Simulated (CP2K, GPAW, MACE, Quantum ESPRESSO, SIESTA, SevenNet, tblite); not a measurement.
# Site energies of Al in place of B in random zinc-blende (B, In, Al)As solid solution (64 atoms) across programs

Aim: compare the energies of Al in place of B at unlike sites of random zinc-blende (B, In, Al)As solid solution (64 atoms), with plane waves as the reference.

Results are calculated, not measured.

**1. The structure**

The cell holds 64 atoms (10 B, 32 As, 11 Al and 11 In), with edges of 11.00, 11.00 and 11.00 Å. Recipe: zinc-blende lattice (a = 5.499 Å, the mean of the end members), 2 x 2 x 2 cells, metal sites filled at random with 10 B, 11 In, 11 Al; every coordinate displaced by a Gaussian of 0.05 Å. Then the atoms were relaxed with MACE MP-0b3 medium in the fixed cell.

**2. The reference input**

Quantum ESPRESSO 7.5: Kohn-Sham DFT, PBE, SSSP efficiency 1.3.0 pseudopotentials, plane waves. Its input, pw.in, for the unchanged cell:

```
&control
  calculation = 'scf'
  pseudo_dir = './pseudo'
  outdir = './tmp'
  disk_io = 'none'
  tprnfor = .true.
  tstress = .true.
/
&system
  ibrav = 0
  nat = 64
  ntyp = 4
  ecutwfc = 50
  ecutrho = 400
  nosym = .true.
  occupations = 'smearing'
  smearing = 'fd'
  degauss = 0.003675
/
&electrons
  conv_thr = 3.2e-07
  electron_maxstep = 100
  mixing_beta = 0.2
  mixing_mode = 'local-TF'
  diagonalization = 'david'
/
ATOMIC_SPECIES
B 10.810 B.upf
As 74.922 As.upf
Al 26.982 Al.upf
In 114.818 In.upf
CELL_PARAMETERS angstrom
10.99800 0.00000 0.00000
0.00000 10.99800 0.00000
0.00000 0.00000 10.99800
ATOMIC_POSITIONS crystal
B 0.00229 0.02198 0.01273
As 0.14183 0.10919 0.11537
Al 0.00662 0.23839 0.23906
As 0.14235 0.37080 0.35033
[... 58 atom lines left out ...]
Al 0.74528 0.76181 0.49863
As 0.87655 0.88422 0.62595
K_POINTS gamma
```

```console
$ OMP_NUM_THREADS=1 mpirun -np 4 pw.x -in pw.in > output.txt
```

Run time: 2.2 min. Hardware: 4 MPI ranks of Arm Neoverse V2, shared host; peak memory 2.7 GiB; 8.8 min of CPU time.

It converged with an r.m.s. force component of 0.33 eV/Å and a pressure of 4.2 GPa.

**3. The levels**

The levels share the cells and solve them as single points, though not every level runs every cell. CPU time is summed over a level's finished runs, on a host shared with the other runs, so it is rough; the force column is the median over cells of the r.m.s. difference of force components from the reference.

| level | basis or training data | k-points | runs finished | CPU time | peak memory (GiB) | force difference (meV/Å) |
| --- | --- | --- | --- | --- | --- | --- |
| QE, PBE | plane waves, SSSP efficiency, 50/400 Ry | Γ | 4 of 4 | 34 min | 2.8 | reference |
| CP2K double zeta, PBE | DZVP-MOLOPT-SR, GTH-PBE potentials, 800 Ry | Γ | 3 of 3 | 14 min | 5.6 | 16 |
| GPAW dzp, PBE | dzp orbitals, PAW, h 0.18 Å | Γ | 3 of 3 | 11 min | 2.1 | 30 |
| SIESTA DZP, PBE | DZP orbitals, shift 0.01 Ry, mesh 300 Ry | Γ | 3 of 3 | 17 min | 1.5 | 42 |
| MACE MP-0b3 medium | trained on PBE(+U) plane-wave data | - | 4 of 4 | 24 s | 0.84 | 331 |
| SevenNet l3i5 | trained on PBE(+U) plane-wave data | - | 4 of 4 | 32 s | 1.1 | 271 |

Runs without a converged result: tblite GFN1-xTB, 3 single points (refused). A level enters a table below only where it finished every cell that the table needs.

The reference's own r.m.s. force component runs from 320 to 334 meV/Å over these cells. MACE MP-0b3 medium relaxed the atoms, so in the cells that it relaxed its own forces are small, and its entry isn't an independent test there.

**4. The sites**

Each changed cell was relaxed with MACE MP-0b3 medium before the single points. Neighbours are the site's nearest atoms before the change.

| site | nearest atoms | their mean distance (Å) | atoms within 6 Å | largest move on relaxing (Å) | longest force left in the reference (eV/Å) |
| --- | --- | --- | --- | --- | --- |
| B11 | As4 | 2.13 | 39 | 0.35 | 1.47 |
| B37 | As4 | 2.12 | 39 | 0.34 | 1.47 |
| B5 | As4 | 2.11 | 42 | 0.37 | 1.20 |

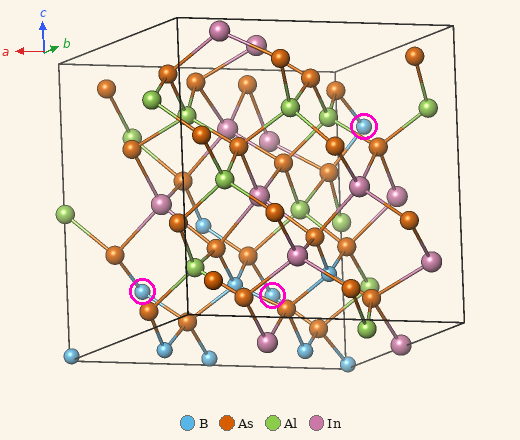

The unchanged cell with the tried sites ringed (boron blue, arsenic orange, aluminium green, indium pink). Bonds to atoms that aren't drawn are left out. Some periodic images of atoms are drawn too.

**5. Site energies**

All changed cells hold the same atoms, so within one level their energies compare with no chemical potential. Energies in eV, less that of B11, the reference's cheapest site; the last column is the largest deviation from the reference once each row's mean is taken off.

| level | B11 | B37 | B5 | cheapest | largest deviation |
| --- | --- | --- | --- | --- | --- |
| QE, PBE | 0.00 | 0.12 | 0.24 | B11 | - |
| CP2K double zeta, PBE | 0.00 | 0.11 | 0.23 | B11 | 0.01 |
| GPAW dzp, PBE | 0.00 | 0.09 | 0.23 | B11 | 0.02 |
| SIESTA DZP, PBE | 0.00 | 0.10 | 0.21 | B11 | 0.02 |
| MACE MP-0b3 medium | 0.00 | 0.24 | 0.43 | B11 | 0.10 |
| SevenNet l3i5 | 0.00 | 0.18 | 0.42 | B11 | 0.09 |

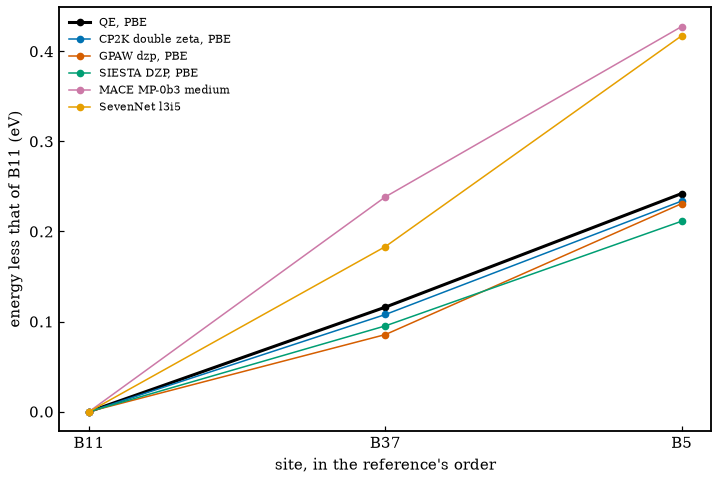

Site energies by level.

**6. Outcome**

In the reference the cheapest site is B11 (As4) and the dearest B5 (As4), 0.24 eV higher. All 5 other levels pick the same cheapest site, and all give the whole order. CP2K double zeta, PBE follows the reference most closely (0.01 eV at worst) and MACE MP-0b3 medium least (0.10 eV).

The other programs at PBE deviate by 0.02 eV at most, the learned potentials by 0.09 to 0.10 eV. The reference's gap of 0.39 eV in the unchanged cell becomes 0.55 eV (B11), 0.36 eV (B37) and 0.39 eV (B5).

Caveats: The geometries are those of MACE MP-0b3 medium; forces of up to 1.5 eV/Å remain in the reference, so relaxing in DFT would lower the energies, by amounts that can differ from site to site and can change the order. For MACE MP-0b3 medium alone these are relaxed energies. Defects interact with their periodic images. Only 3 of the 10 B sites are compared. Learned potentials don't solve for electrons, so the charge or spin state of a defect can't be set in them. The reference samples only Γ, in a cell whose shortest periodic width is 11 Å. The reference isn't exact: its cutoffs and mesh weren't converged further here. SIESTA's automatically made basis is far from complete, and its potentials were converted by us (checked for H, C, O, Si, Ge and Ca alone). The learned potentials mimic data converged in k, so the sampling error of the reference's coarse mesh counts against them here, while programs on the same mesh share it. Spin–orbit coupling is left out. Where levels are smeared, the DFT runs use Fermi–Dirac occupations at 580 K (0.05 eV), and energies are free energies.

[Logs are printed without paths, hosts, clocks, repeated set-up lines and the standing remarks that a program may print on its own settings, such as how far it seeks lower states.]

[Hosts, paths, dates, database ids (printed as entryN), source tags and the programs' standing remarks are cut or masked in the printed files.]
